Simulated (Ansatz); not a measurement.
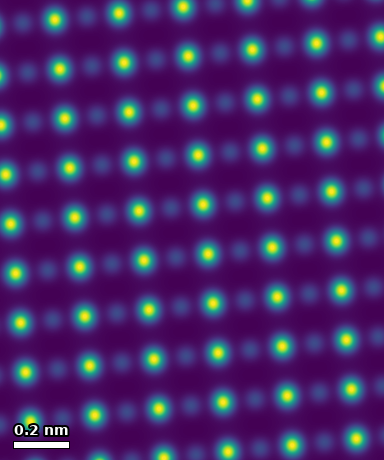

Z-contrast image of a crystal. The image is simulated as a sum over atoms of Z^1.7, blurred by a 0.58 Å probe (no channelling). The probe carries 25 % of its weight in a tail 2.5 times as wide.

What two-dimensional lattice does the image show, and how large is its cell?

The pattern repeats on a rectangular net of 1.8 × 2.4 Å.

Which plane group does this projection have?

p2mm: mirror lines in two perpendicular directions, with twofold points where they cross.

The crystal is Zn₂HO₄ (I4/mmm, No. 139) seen along [221]. Atomic positions: the geometry relaxed with Ansatz, DFT, PAW plane waves, pbe; the starting structure was generated, so it need not be a known form of this composition.
